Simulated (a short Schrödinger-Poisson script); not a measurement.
System: symmetric double-gate stack, Si3N4 on p-type Si(100), at 300 K.

```csv
layer,material,thickness (nm),Na (cm⁻³)
1,Si3N4,3.6,-
2,Si,6,1e17
3,Si3N4,3.6,-
```

The device is made up for the run: typed textbook-type constants, with dimensions and the other settings drawn at random. Si3N4: permittivity 7.5, conduction-band edge (eV) 1.95, gap (eV) 5.1, electron mass (mₑ) 0.5. Si: permittivity 11.7, conduction-band edge (eV) 0, gap (eV) 1.124, Nv at 300 K (cm⁻³) 3.1e19.

Channel valleys (confinement mass, in-plane density-of-states mass, number): Δ2 0.916, 0.19, 2; Δ4 0.19, 0.417, 4. At the gates, both at one voltage, the conduction-band edge of layer 1 lies 2.03 eV − eVg above the Fermi level of the channel. Gaps are held at their typed values at every temperature. Mesh 0.03 nm at interfaces.

From a short Schrödinger-Poisson script (our own, NumPy): 1D Poisson equation in equilibrium, electrons quantum, Hartree (BenDaniel-Duke, 12 states a valley, the channel's in-plane mass for all, wave functions ending at the dielectric), parabolic valleys, classical holes, full ionisation, no traps, pinning or gate leakage.

Only gate voltages with over 1e8 electrons/cm² are shown.

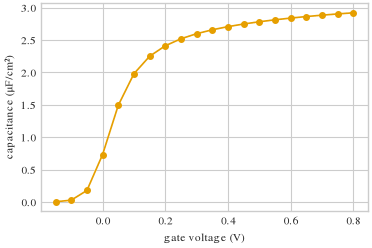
Fig. 1. Quasi-static capacitance against gate voltage

| Vg (V) | electrons (cm⁻²) | C (μF/cm²) | Δ2 E0 (meV) | Δ2 E1 (meV) | Δ4 E0 (meV) | Δ4 E1 (meV) |
|---|---|---|---|---|---|---|
| -0.15 | 6.73e8 | 0.00425 | 244.7 | 278.7 | 288.2 | 453.0 |
| -0.05 | 3.02e10 | 0.178 | 146.3 | 180.3 | 189.9 | 354.6 |
| 0.05 | 5.06e11 | 1.49 | 73.2 | 105.9 | 116.8 | 280.2 |
| 0.15 | 1.72e12 | 2.25 | 41.1 | 70.7 | 84.8 | 245.2 |
| 0.25 | 3.22e12 | 2.52 | 24.1 | 50.4 | 68.4 | 225.2 |
| 0.35 | 4.83e12 | 2.66 | 12.7 | 35.7 | 57.7 | 211.1 |
| 0.45 | 6.52e12 | 2.75 | 4.0 | 23.9 | 50.1 | 200.1 |
| 0.55 | 8.26e12 | 2.81 | -3.3 | 14.0 | 44.2 | 191.2 |
| 0.65 | 1.00e13 | 2.86 | -9.7 | 5.3 | 39.4 | 183.5 |
| 0.75 | 1.18e13 | 2.90 | -15.5 | -2.5 | 35.4 | 176.9 |

Subbands count from the Fermi level. The capacitance is that of both gates.
